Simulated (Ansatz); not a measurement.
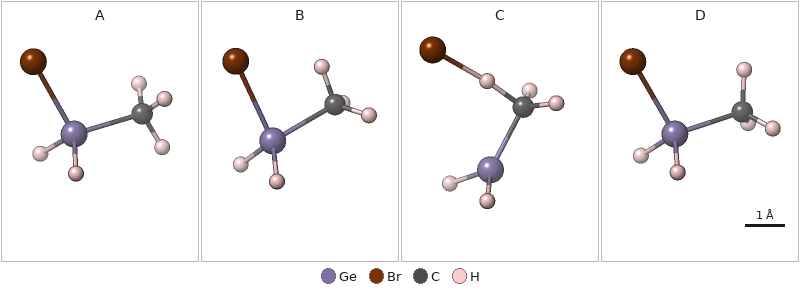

4 geometries from a converged minimum-energy path of CH5BrGe, shuffled. A ball-and-stick model, seen at a tilt.

The calculation used RKS PBE-D4/def2-SVP in Ansatz 0.2.0. Settings: 5 movable images; climbing image; force threshold 0.05 eV/Å; iteration limit 60; starting path through a guess of the saddle point.

One of them is the converged climbing image. Which?

C. In order along the path, whose images run from 0 to 6: A (image 0, 0.00 eV), D (image 2, +0.04 eV), B (image 3, +0.44 eV), C (image 5, +2.91 eV). Breaking: C–H (1.11 → 1.92 Å), Br–Ge (2.34 → 4.18 Å). Forming: Br–H (3.60 → 1.49 Å).
